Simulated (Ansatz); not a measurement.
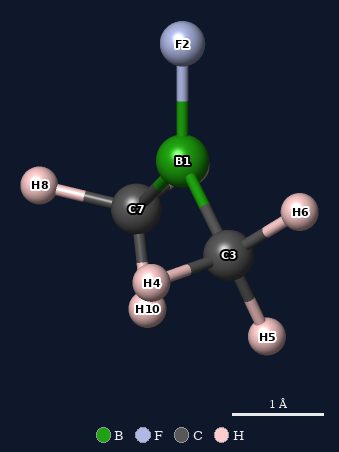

This is the input geometry for a relaxation of C2H6BF. Style: ball-and-stick. Shown from a free direction.

The run prepares the start of a later molecular dynamics calculation, from a guessed geometry.

These are results of RHF/def2-SVP in Ansatz 0.2.0, not measurements.

The input:
```yaml
crystal:
  periodic: [false, false, false]
  atoms:
    - { symbol: B, position_ang: [0.0, 0.0, 0.0] }
    - { symbol: F, position_ang: [0.0, 0.0, 1.32] }
    - { symbol: C, position_ang: [1.3856, 0.0, -0.8] }
    - { symbol: H, position_ang: [1.7152, -1.0462, -0.9702] }
    - { symbol: H, position_ang: [1.2491, 0.508, -1.7774] }
    - { symbol: H, position_ang: [2.1552, 0.5381, -0.2082] }
    - { symbol: C, position_ang: [-1.3856, 0.0, -0.8] }
    - { symbol: H, position_ang: [-1.9458, -0.9305, -0.5708] }
    - { symbol: H, position_ang: [-1.9898, 0.8797, -0.4946] }
    - { symbol: H, position_ang: [-1.1839, 0.0508, -1.8903] }
basis:
  gaussian: { orbitals: def2-SVP }
hamiltonian:
  xc: hf
relax:
  f_tol: 0.02
  max_steps: 40
output:
  orbitals: {}
```

Launched with:
```bash
ansatz run input.yaml --threads 1 --pin off --max-ram 2048MiB --backend cpu --events-out ev --progress --plain --runs-dir out
```

### Where does the relaxation end?

After 15 accepted moves (18 points after the start) the energy has fallen by 2.69 kcal/mol. Largest force component: 1.2 eV/Å at the start, 0.016 eV/Å at the end. The line search rejected the trial steps at points 6, 8, 10 of the run. The forces were under the threshold at step 5, but the run went on from there. The atom that moves furthest after the best rigid fit is H10 (0.45 Å). Largest moves by element: H 0.45 Å, F 0.21 Å, C 0.10 Å, B 0.09 Å. Near-neighbour distances that change, for instance: B1–C3 1.600 → 1.577 Å, C3–H5 1.110 → 1.092 Å, C3–H4 1.110 → 1.097 Å, B1–F2 1.320 → 1.330 Å. Among the angles between lasting bonds that change: C3–B1–C7 120.0° → 124.8°, B1–C7–H10 109.5° → 113.1°, B1–C3–H6 109.5° → 112.7°. Groups turn about B1–C7 by about 30°. The run took 32 s on 1 thread of Arm Neoverse V1, on a shared host, peak memory 0.14 GiB.

History of the run:

```
step  E − E(0), kcal/mol  largest force component, eV/Å      note
   0                0.00                         1.1845          
   1               -2.25                         0.4201          
   2               -2.51                         0.2737          
   3               -2.57                         0.0994          
   4               -2.61                         0.0776          
   5               -2.64                         0.0197          
   6               -2.14                         0.7533  rejected
   7               -2.65                         0.0174          
   8               -2.65                         0.1693  rejected
   9               -2.67                         0.0378          
  10               -2.63                         0.2518  rejected
  11               -2.67                         0.0268          
  12               -2.68                         0.0286          
  13               -2.68                         0.0498          
  14               -2.68                         0.0400          
  15               -2.69                         0.0184          
  16               -2.69                         0.0275          
  17               -2.69                         0.0221          
  18               -2.69                         0.0163
```

The structure at the end:

```xyz
10

B     0.0018   -0.0615   -0.0616
F    -0.0044   -0.2052    1.2601
C     1.3984    0.0961   -0.7777
H     1.7081   -0.8941   -1.1341
H     1.3454    0.7409   -1.6572
H     2.1775    0.4602   -0.1063
C    -1.3933   -0.0602   -0.7978
H    -2.1331   -0.6764   -0.2826
H    -1.7741    0.9692   -0.7922
H    -1.3264   -0.3693   -1.8421
```

After the run, drawn alike:

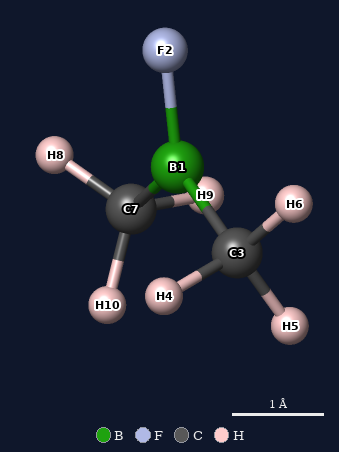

Limits of the set-up: Hartree-Fock leaves out electron correlation.
